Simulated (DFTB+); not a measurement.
C₆H₁₀: excited-state calculation

System: C₆H₁₀ (1-methylcyclopentene), SMILES CC1=CCCC1.
Method: DFTB2, R-SCC (DFTB+ 25.1).

The geometry comes from this level: PBE0-D4/def2-TZVP.

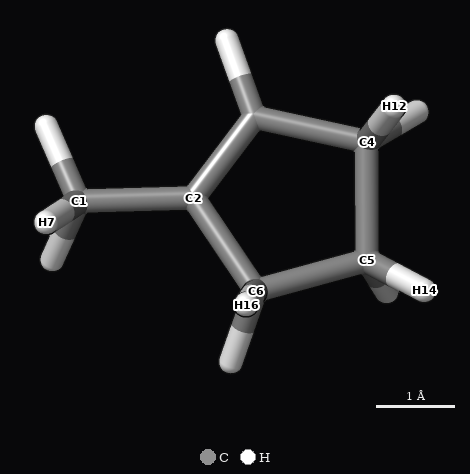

**Figure 1.** The structure (stick view, seen at a tilt; atoms are numbered from 1 in the order of the input).

**Input file (dftb_in.hsd)**
```
Geometry = xyzFormat {
  <<< "geo.xyz"
}
Hamiltonian = DFTB {
  SCC = Yes
  SlaterKosterFiles = Type2FileNames {
    Prefix = "slakos/"
    Separator = ""
    Suffix = ".spl"
    LowerCaseTypeName = Yes
  }
  MaxAngularMomentum = {
    C = "p"
    H = "s"
  }
  SCCTolerance = 1e-08
  SpinConstants = {
    ShellResolvedSpin = No
    C = -0.023
    H = -0.072
  }
}
ExcitedState = {
  Casida = {
    NrOfExcitations = 5
    Symmetry = Both
    Diagonaliser = Stratmann {}
  }
}
Options = {
  WriteResultsTag = Yes
}
ParserOptions = {
  ParserVersion = 14
}
```

**File geo.xyz**
```
16

C     -0.182550     0.153470     2.196680
C      0.039290     0.039180     0.731770
C      1.204510    -0.027810     0.091730
C      1.039050    -0.203910    -1.387910
C     -0.449080     0.116590    -1.605660
C     -1.108990    -0.080680    -0.234400
H     -0.752800    -0.702760     2.573510
H     -0.768550     1.046860     2.437290
H      0.759370     0.203610     2.745170
H      2.172750    -0.007620     0.580790
H      1.695560     0.444770    -1.975280
H      1.281320    -1.233740    -1.682420
H     -0.549170     1.163300    -1.904140
H     -0.905320    -0.488430    -2.391050
H     -1.901490     0.648610    -0.037670
H     -1.573910    -1.071450    -0.138410
```

Machine: 1 thread of Intel Xeon @ 2.90GHz (Ice Lake), 192 GiB of memory available, shared host.

Launch command:
```bash
dftb+ > run.log
```

**Log**
```
|  DFTB+ development version (commit: a23bfb2)

Reading input file 'dftb_in.hsd'
Parser version: 14

--------------------------------------------------------------------------------
Reading SK-files:
./slakos/cc.spl
./slakos/ch.spl
./slakos/hh.spl
Done.

Processed input in HSD format written to 'dftb_pin.hsd'

Starting initialization...
--------------------------------------------------------------------------------
OpenMP threads:              1
Chosen random seed:          1714465866
Current stacksize:           unlimited
Mode:                        Static calculation
Self consistent charges:     Yes
SCC-tolerance:                 0.100000E-07
Max. scc iterations:                    100
Shell resolved Hubbard:      No
Spin polarisation:           No
Nr. of up electrons:            17.000000
Nr. of down electrons:          17.000000
Periodic boundaries:         No
Electronic solver:           Relatively robust
Casida solver:               Stratmann, SubSpace:   20
Mixer:                       Broyden mixer
Mixing parameter:                  0.200000
Nr. of chrg. vec. in memory:            100
Max. SCC-cycles:                        100
Electronic temperature:              0.100000E-07 H      0.272114E-06 eV
Initial charges:             Set automatically (system chrg:   0.000E+00)
Included shells:             C:  s, p
                             H:  s
Extra options:
                             Mulliken analysis

--------------------------------------------------------------------------------

***  Geometry step: 0

 iSCC Total electronic   Diff electronic      SCC error
    1   -0.14342193E+02    0.00000000E+00    0.22345198E+00
    2   -0.14345585E+02   -0.14342193E+02    0.16350597E+00
    3   -0.14348069E+02   -0.33919961E-02    0.32646765E-01
    4   -0.14348099E+02   -0.24847178E-02    0.30023712E-02
    5   -0.14348100E+02   -0.30142509E-04    0.14561408E-02
    6   -0.14348100E+02   -0.30698054E-06    0.23399329E-03
    7   -0.14348100E+02   -0.11867811E-06    0.14228208E-04
    8   -0.14348100E+02   -0.43623185E-08    0.98025220E-05
    9   -0.14348100E+02   -0.43380410E-10    0.25715581E-05
   10   -0.14348100E+02   -0.28061109E-10    0.73308042E-07
   11   -0.14348100E+02   -0.13855583E-12    0.11029476E-07
   12   -0.14348100E+02    0.17763568E-14    0.23377787E-08

>> Stratmann diagonalisation of response matrix
   Total dimension of A+B:    289 inital subspace:    100
   Iteration  Subspace dimension
        1             105
        2             115
        3             117
>> Stratmann converged

>> Stratmann diagonalisation of response matrix
   Total dimension of A+B:    289 inital subspace:    100
   Iteration  Subspace dimension
        1             105
        2             115
        3             119
>> Stratmann converged

Total Energy:                      -14.0741808699 H         -382.9779 eV
Extrapolated to 0K:                -14.0741808699 H         -382.9779 eV
Total Mermin free energy:          -14.0741808699 H         -382.9779 eV
Force related energy:              -14.0741808699 H         -382.9779 eV

--------------------------------------------------------------------------------
--------------------------------------------------------------------------------
SCC                                    +       0.01 ( 16.9%)       0.03 ( 26.0%)
Post-SCC processing                    +       0.07 ( 81.7%)       0.07 ( 72.0%)
--------------------------------------------------------------------------------
Missing                                +       0.00 (  1.4%)       0.00 (  2.0%)
Total                                  =       0.09 (100.0%)       0.10 (100.0%)
--------------------------------------------------------------------------------
```

**File detailed.out**
```
Fermi distribution function

Calculation with static geometry

********************************************************************************
 iSCC Total electronic   Diff electronic      SCC error
   12   -0.14348100E+02    0.17763568E-14    0.23377787E-08
********************************************************************************

 Total charge:    -0.00000000

 Atomic gross charges (e)
 Atom           Charge
    1      -0.16935287
    2       0.00931679
    3      -0.13653668
    4      -0.07569490
    5      -0.09826411
    6      -0.09127339
    7       0.06269475
    8       0.06243330
    9       0.06117581
   10       0.07306191
   11       0.04851434
   12       0.05185994
   13       0.05081743
   14       0.04859575
   15       0.04923863
   16       0.05341330

Nr. of electrons (up):     34.00000000
Atom populations (up)
 Atom       Population
    1       4.16935287
    2       3.99068321
    3       4.13653668
    4       4.07569490
    5       4.09826411
    6       4.09127339
    7       0.93730525
    8       0.93756670
    9       0.93882419
   10       0.92693809
   11       0.95148566
   12       0.94814006
   13       0.94918257
   14       0.95140425
   15       0.95076137
   16       0.94658670

l-shell populations (up)
 Atom Sh.   l       Population
    1   1   0       1.24630908
    1   2   1       2.92304380
    2   1   0       1.18703853
    2   2   1       2.80364468
    3   1   0       1.22525203
    3   2   1       2.91128465
    4   1   0       1.22214670
    4   2   1       2.85354820
    5   1   0       1.23095051
    5   2   1       2.86731360
    6   1   0       1.22657354
    6   2   1       2.86469985
    7   1   0       0.93730525
    8   1   0       0.93756670
    9   1   0       0.93882419
   10   1   0       0.92693809
   11   1   0       0.95148566
   12   1   0       0.94814006
   13   1   0       0.94918257
   14   1   0       0.95140425
   15   1   0       0.95076137
   16   1   0       0.94658670

Orbital populations (up)
 Atom Sh.   l   m       Population  Label
    1   1   0   0       1.24630908  s
    1   2   1  -1       0.97988359  p_y
    1   2   1   0       0.96135369  p_z
    1   2   1   1       0.98180652  p_x
    2   1   0   0       1.18703853  s
    2   2   1  -1       0.99035063  p_y
    2   2   1   0       0.88380120  p_z
    2   2   1   1       0.92949285  p_x
    3   1   0   0       1.22525203  s
    3   2   1  -1       1.05590377  p_y
    3   2   1   0       0.92453248  p_z
    3   2   1   1       0.93084840  p_x
    4   1   0   0       1.22214670  s
    4   2   1  -1       0.96111912  p_y
    4   2   1   0       0.94778998  p_z
    4   2   1   1       0.94463911  p_x
    5   1   0   0       1.23095051  s
    5   2   1  -1       0.97232158  p_y
    5   2   1   0       0.94807284  p_z
    5   2   1   1       0.94691917  p_x
    6   1   0   0       1.22657354  s
    6   2   1  -1       0.96398545  p_y
    6   2   1   0       0.94806929  p_z
    6   2   1   1       0.95264511  p_x
    7   1   0   0       0.93730525  s
    8   1   0   0       0.93756670  s
    9   1   0   0       0.93882419  s
   10   1   0   0       0.92693809  s
   11   1   0   0       0.95148566  s
   12   1   0   0       0.94814006  s
   13   1   0   0       0.94918257  s
   14   1   0   0       0.95140425  s
   15   1   0   0       0.95076137  s
   16   1   0   0       0.94658670  s

Fermi level:                        -0.1155085328 H           -3.1431 eV
Band energy:                       -13.6254006380 H         -370.7660 eV
TS:                                  0.0000000000 H            0.0000 eV
Band free energy (E-TS):           -13.6254006380 H         -370.7660 eV
Extrapolated E(0K):                -13.6254006380 H         -370.7660 eV
Input / Output electrons (q):     34.0000000000     34.0000000000

Energy H0:                         -14.3531162288 H         -390.5682 eV
Energy SCC:                          0.0050163264 H            0.1365 eV
Total Electronic energy:           -14.3480999024 H         -390.4317 eV
Repulsive energy:                    0.2739190325 H            7.4537 eV
Total energy:                      -14.0741808699 H         -382.9779 eV
Extrapolated to 0:                 -14.0741808699 H         -382.9779 eV
Total Mermin free energy:          -14.0741808699 H         -382.9779 eV
Force related energy:              -14.0741808699 H         -382.9779 eV

Non-constrained calculation

SCC converged

Dipole moment:   -0.10837062   -0.01814899    0.04745030 au
Dipole moment:   -0.27545066   -0.04613013    0.12060665 Debye
```

**File band.out**
```
 KPT            1  SPIN            1  KWEIGHT    1.0000000000000000
     1    -19.0546  2.00000
     2    -16.9016  2.00000
     3    -15.9348  2.00000
     4    -14.7829  2.00000
     5    -12.7368  2.00000
     6    -11.5785  2.00000
     7    -10.4298  2.00000
     8    -10.4106  2.00000
     9     -9.4471  2.00000
    10     -9.3234  2.00000
    11     -8.8839  2.00000
    12     -8.3499  2.00000
    13     -8.0695  2.00000
    14     -7.9906  2.00000
    15     -7.8418  2.00000
    16     -7.7634  2.00000
    17     -5.8839  2.00000
    18     -0.4024  0.00000
    19      7.2028  0.00000
    20      7.2849  0.00000
    21      8.1863  0.00000
    22      9.3015  0.00000
    23      9.3878  0.00000
    24     10.1885  0.00000
    25     10.2725  0.00000
    26     11.6841  0.00000
    27     12.4308  0.00000
    28     12.8709  0.00000
    29     13.4436  0.00000
    30     13.7633  0.00000
    31     15.4674  0.00000
    32     16.0604  0.00000
    33     18.3690  0.00000
    34     28.6788  0.00000
```

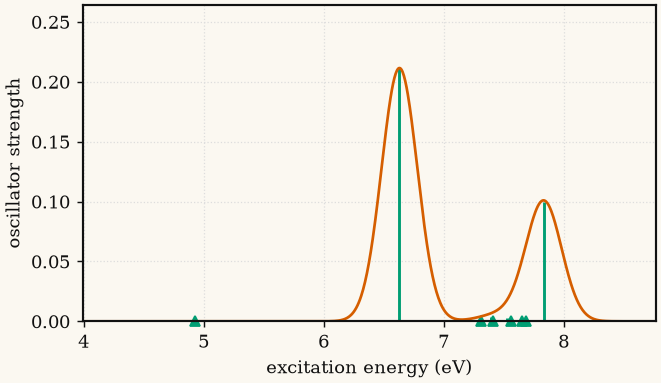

**Figure 2.** Computed excitations as sticks (degenerate states added up, dark ones marked on the axis), with a Gaussian envelope of 0.35 eV full width at half maximum, scaled to the tallest. Of the 10 states the lowest lies at 4.92 eV (f = 0.000); the strongest line is at 6.63 eV, or 187 nm (f = 0.212).

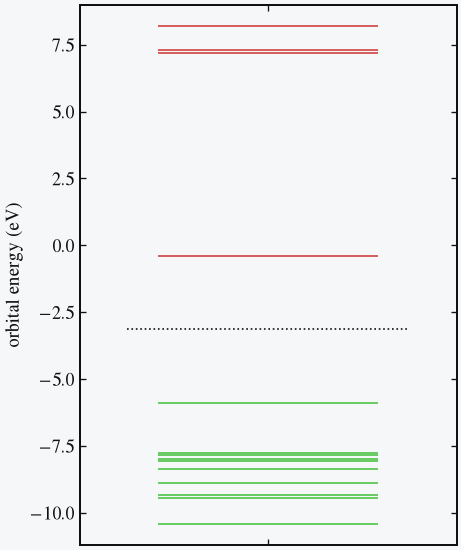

**Figure 3.** Orbital energies near the frontier; the dotted line parts filled from empty levels, and levels within 0.02 eV of each other stand side by side. Highest filled −5.88 eV, lowest empty −0.40 eV, 5.48 eV apart.

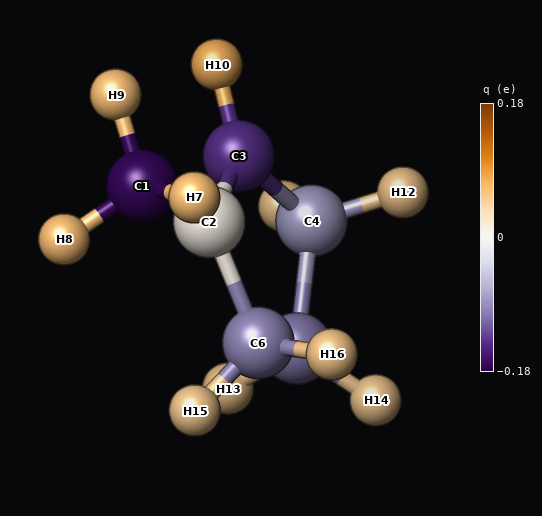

**Figure 4.** Mulliken charges, as the colour of each atom (ball-and-stick view, seen at a tilt; atoms are numbered from 1 in the order of the input). By element: C −0.17 to +0.01 and H +0.05 to +0.07 e.

**Summary**

| quantity | value |
| --- | --- |
| outcome | converged |
| total energy | −14.074181 hartree |
| basis functions | 34 |
| HOMO | −5.88 eV |
| LUMO | −0.40 eV |
| dipole moment | 0.30 D |
| lowest excitation | 4.92 eV |
| peak memory | 0.07 GiB |
